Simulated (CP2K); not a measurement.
# PBE/pob-TZVP-rev2 (lebedev grid 194, ngrids 5, radial grid 150) run of CH3AlN− ([Al(CN)H3]-)

Aim: the energy difference between two shapes of CH3AlN− ([Al(CN)H3]-) at PBE/pob-TZVP-rev2 (lebedev grid 194, ngrids 5, radial grid 150), from 2 runs. 

Program for the calculation: CP2K 2026.2.

2 further runs of the same task are left out: 2 set aside as unsound or not needed.

### Step 1. Starting point

CH3AlN−: 6 atoms, total charge -1, spin state singlet. SMILES: `[H][Al-]([H])([H])[C]#N`. The shape comes from GFN2-xTB, which is rough for such elements, and wasn't checked as a minimum.

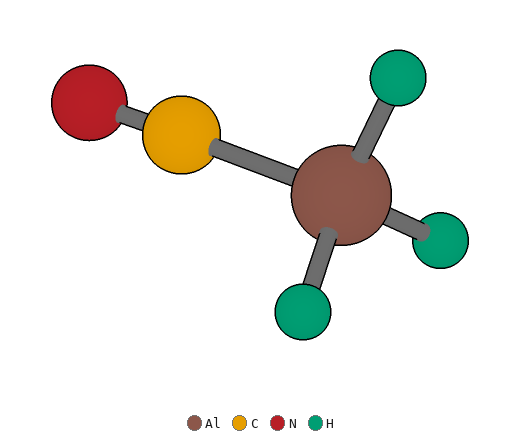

The structure, seen from a chosen angle (aluminium brown, carbon amber, nitrogen red, hydrogen teal).

### Step 2. Energy and gradient at PBE/pob-TZVP-rev2 (lebedev grid 194, ngrids 5, radial grid 150)

File run.inp:

```
&global
 project run
 run_type ENERGY_FORCE
 print_level MEDIUM
&end

&force_eval
 method QUICKSTEP
 &dft
  basis_set_file_name BASIS_pob
  potential_file_name POTENTIAL
  charge -1
  multiplicity 1
  ! Quickstep
  &qs
   method GAPW
   eps_default 1.0E-10
  &end
  ! real-space grids
  &mgrid
   cutoff 220
   rel_cutoff 50
   ngrids 5
  &end
  &poisson
   periodic NONE
   poisson_solver MULTIPOLE
  &end
  ! self-consistent field
  &scf
   scf_guess ATOMIC
   eps_scf 1.0E-06
   max_scf 100
   added_mos 10
   &diagonalization
    algorithm STANDARD
   &end
   &mixing
    method BROYDEN_MIXING
    alpha 0.4
    nbuffer 4
   &end
  &end
  &xc
   &xc_functional
    &gga_x_pbe
    &end
    &gga_c_pbe
    &end
   &end
  &end
  &print
   &moments
    periodic F
    reference COM
    max_moment 1
   &end
   &mo ON
    energies T
    occupation_numbers T
    ndigits 6
    &each
     qs_scf 0
    &end
    add_last NUMERIC
   &end
   &hirshfeld OFF
   &end
  &end
 &end
 &subsys
  &cell
   abc [angstrom] 12.3 12.7 13.7
   periodic NONE
  &end
  &coord
   UNIT bohr
   Al    -0.0131147     0.0149477    -1.1724239
   C      0.0067463    -0.0158926     2.6558967
   N      0.0555013    -0.0636649     4.8448042
   H      2.8860842     0.0427078    -2.1185153
   H     -1.4870066     2.5259213    -2.0922859
   H     -1.4482294    -2.5040383    -2.1174948
  &end
  &topology
   &center_coordinates
   &end
  &end
  &kind Al
   basis_set pob-TZVP-rev2
   potential ALL
   lebedev_grid 194
   radial_grid 150
  &end
  &kind C
   basis_set pob-TZVP-rev2
   potential ALL
   lebedev_grid 194
   radial_grid 150
  &end
  &kind N
   basis_set pob-TZVP-rev2
   potential ALL
   lebedev_grid 194
   radial_grid 150
  &end
  &kind H
   basis_set pob-TZVP-rev2
   potential ALL
   lebedev_grid 194
   radial_grid 150
  &end
 &end
 ! extra output
 &print
  &forces ON
  &end
 &end
&end
```

Run with:

```
OMP_NUM_THREADS=1 cp2k.psmp -i run.inp > run.out 2>&1
```

The program printed, shortened:

```text
CP2K| version string:                                       CP2K version 2026.2
[...]
 GLOBAL| Method name                                                        CP2K
[...]
 GLOBAL| Run type                                                   ENERGY_FORCE
[...]
 DFT| Spin restricted Kohn-Sham (RKS) calculation                            RKS
 DFT| Multiplicity                                                             1
[...]
 DFT| Charge                                                                  -1
[...]
 FUNCTIONAL| GGA_X_PBE:
[...]
 FUNCTIONAL| GGA_C_PBE:
[...]
 QS| Method:                                                                GAPW
[...]
 QS| Density cutoff [a.u.]:                                                110.0
[...]
 QS| Relative density cutoff [a.u.]:                                        25.0
[...]
                             - Atoms:                                          6
[...]
                             - Spherical basis functions:                     76
[...]
 Number of electrons:                                                         30
[...]
     1 NoMix/Diag. 0.40E+00    1.0     2.97664949      -343.0671088362 -3.43E+02
[...]
    35 Broy./Diag. 0.40E+00    1.2     0.00000097      -336.8686720739  1.23E-06
  *** SCF run converged in    35 steps ***
[...]
  Overlap energy of the core charge distribution:               0.00002577282332
  Self energy of the core charge distribution:               -187.08601148281156
  Core Hamiltonian energy:                                   -146.17133586230008
  Hartree energy:                                              54.68816717742201
  Exchange-correlation energy:                                 -9.88222362838402
[...]
                     Mulliken Population Analysis
 #  Atom  Element  Kind  Atomic population                           Net charge
       1     Al       1         11.939429                              1.060571
       2     C        2          6.485383                             -0.485383
       3     N        3          7.184293                             -0.184293
       4     H        4          1.463027                             -0.463027
       5     H        4          1.464229                             -0.464229
       6     H        4          1.463638                             -0.463638
 # Total charge                             30.000000                 -1.000000
[...]
  Dipole moment [Debye]
    X= -0.1813856E-01 Y=  0.1159531E-01 Z=  0.3406156E+00  Total=      0.3412952
  Decoupling Energy:                                               0.0472731710
 ENERGY| Total FORCE_EVAL ( QS ) energy [hartree]           -336.868671713999106
 FORCES| Atomic forces [hartree/bohr]
 FORCES|   Atom     x               y               z               |f|
 FORCES|      1  1.58005834E-05  6.16817837E-04 -4.59315885E-03   4.63441712E-03
 FORCES|      2 -3.75511320E-04  3.57493923E-04 -4.18999072E-02   4.19031148E-02
 FORCES|      3  4.60680168E-04 -9.97015719E-04  4.41453959E-02   4.41590562E-02
 FORCES|      4  2.45375471E-03  3.08878608E-05  1.50482922E-03   2.87860682E-03
 FORCES|      5 -1.07045700E-03  1.73084759E-03  1.66907618E-03   2.63201954E-03
 FORCES|      6 -1.26266640E-03 -2.13793067E-03  1.44577796E-03   2.87321213E-03
 FORCES| Sum     2.21600742E-04 -3.98899183E-04  2.27201321E-03
 FORCES| Total atomic force                                       2.31738462E-03
[...]
```

Wall time 47 s (1 thread of Arm Neoverse V2, shared host); peak memory 1.2 GiB.

### Step 3. The distorted shape

File run.inp:

```
&FORCE_EVAL
  METHOD QUICKSTEP
  &DFT
    BASIS_SET_FILE_NAME BASIS_pob
    POTENTIAL_FILE_NAME POTENTIAL
    CHARGE -1
    # Quickstep
    &QS
      METHOD GAPW
      EPS_DEFAULT 1.0E-10
    &END QS
    # real-space grids
    &MGRID
      CUTOFF 220
      REL_CUTOFF 50
      NGRIDS 5
    &END MGRID
    &POISSON
      PERIODIC NONE
      POISSON_SOLVER MULTIPOLE
    &END POISSON
    &SCF
      SCF_GUESS ATOMIC
      EPS_SCF 1.0E-06
      MAX_SCF 100
      ADDED_MOS 10
      &DIAGONALIZATION
        ALGORITHM STANDARD
      &END DIAGONALIZATION
      &MIXING
        METHOD BROYDEN_MIXING
        ALPHA 0.4
        NBUFFER 4
      &END MIXING
    &END SCF
    &XC
      &XC_FUNCTIONAL
        &GGA_X_PBE
        &END GGA_X_PBE
        &GGA_C_PBE
        &END GGA_C_PBE
      &END XC_FUNCTIONAL
    &END XC
    &PRINT
      &MOMENTS
        PERIODIC F
        REFERENCE COM
        MAX_MOMENT 1
      &END MOMENTS
      &MO ON
        ENERGIES T
        OCCUPATION_NUMBERS T
        NDIGITS 6
        &EACH
          QS_SCF 0
        &END EACH
        ADD_LAST NUMERIC
      &END MO
      &HIRSHFELD OFF
      &END HIRSHFELD
    &END PRINT
  &END DFT
  &SUBSYS
    # box in angstrom
    &CELL
      ABC 12.3 12.6 13.7
      PERIODIC NONE
    &END CELL
    &COORD
      UNIT bohr
      Al    -0.0425151    -0.0525476    -1.1970319
      C     -0.0416118    -0.0197911     2.6461325
      N      0.0303811    -0.0120791     4.8324662
      H      2.8878662     0.0540783    -2.0418963
      H     -1.5123081     2.4750952    -2.1082125
      H     -1.4231868    -2.4958860    -2.0954285
    &END COORD
    &TOPOLOGY
      &CENTER_COORDINATES
      &END CENTER_COORDINATES
    &END TOPOLOGY
    &KIND Al
      BASIS_SET pob-TZVP-rev2
      POTENTIAL ALL
      LEBEDEV_GRID 194
      RADIAL_GRID 150
    &END KIND
    &KIND C
      BASIS_SET pob-TZVP-rev2
      POTENTIAL ALL
      LEBEDEV_GRID 194
      RADIAL_GRID 150
    &END KIND
    &KIND N
      BASIS_SET pob-TZVP-rev2
      POTENTIAL ALL
      LEBEDEV_GRID 194
      RADIAL_GRID 150
    &END KIND
    &KIND H
      BASIS_SET pob-TZVP-rev2
      POTENTIAL ALL
      LEBEDEV_GRID 194
      RADIAL_GRID 150
    &END KIND
  &END SUBSYS
  &PRINT
    &FORCES ON
    &END FORCES
  &END PRINT
&END FORCE_EVAL

&GLOBAL
  PROJECT_NAME run
  RUN_TYPE ENERGY_FORCE
  PRINT_LEVEL MEDIUM
&END GLOBAL
```

Run with:

```
OMP_NUM_THREADS=1 cp2k.psmp -i run.inp > run.out 2>&1
```

The program printed, shortened:

```text
CP2K| version string:                                       CP2K version 2026.2
[...]
 GLOBAL| Method name                                                        CP2K
[...]
 GLOBAL| Run type                                                   ENERGY_FORCE
[...]
 DFT| Spin restricted Kohn-Sham (RKS) calculation                            RKS
 DFT| Multiplicity                                                             1
[...]
 DFT| Charge                                                                  -1
[...]
 FUNCTIONAL| GGA_X_PBE:
[...]
 FUNCTIONAL| GGA_C_PBE:
[...]
 QS| Method:                                                                GAPW
[...]
 QS| Density cutoff [a.u.]:                                                110.0
[...]
 QS| Relative density cutoff [a.u.]:                                        25.0
[...]
                             - Atoms:                                          6
[...]
                             - Spherical basis functions:                     76
[...]
 Number of electrons:                                                         30
[...]
     1 NoMix/Diag. 0.40E+00    1.0     2.98021640      -343.0774933180 -3.43E+02
[...]
    36 Broy./Diag. 0.40E+00    1.3     0.00000061      -336.8678423585  5.13E-08
  *** SCF run converged in    36 steps ***
[...]
  Overlap energy of the core charge distribution:               0.00002651519316
  Self energy of the core charge distribution:               -187.08601148281156
  Core Hamiltonian energy:                                   -146.14911997391030
  Hartree energy:                                              54.66921019644443
  Exchange-correlation energy:                                 -9.89028751147071
[...]
  Dipole moment [Debye]
    X= -0.1227210E+00 Y= -0.2419604E+00 Z=  0.1267027E+00  Total=      0.2994309
  Decoupling Energy:                                               0.0474136149
 ENERGY| Total FORCE_EVAL ( QS ) energy [hartree]           -336.867841898741176
[...]
```

It took 48 s on 1 thread of Arm Neoverse V2, shared host; peak memory 1.2 GiB.

### Step 4. What came out

At PBE/pob-TZVP-rev2 (lebedev grid 194, ngrids 5, radial grid 150):

```
                                                              quantity          value
                                             first shape: total energy  -336.86867 Eh
                                              first shape: HOMO energy       -1.17 eV
                                              first shape: LUMO energy        4.99 eV
    first shape: HOMO–LUMO gap (to an unbound level, set by the basis)        6.17 eV
                                 first shape: largest force on an atom     2.271 eV/Å
                                         distorted shape: total energy  -336.86784 Eh
                                          distorted shape: HOMO energy       -1.12 eV
                                          distorted shape: LUMO energy        5.08 eV
distorted shape: HOMO–LUMO gap (to an unbound level, set by the basis)        6.21 eV
                             distorted shape: largest force on an atom     2.443 eV/Å
                                energy change with the atoms displaced       0.023 eV
```

With the atoms displaced the energy rises by 0.02 eV (2.2 kJ/mol). The first shape isn't relaxed at this level, so the change isn't measured from a minimum. The largest force (first shape) is 2.27 eV/Å: the shape isn't a stationary point for this species at this level.
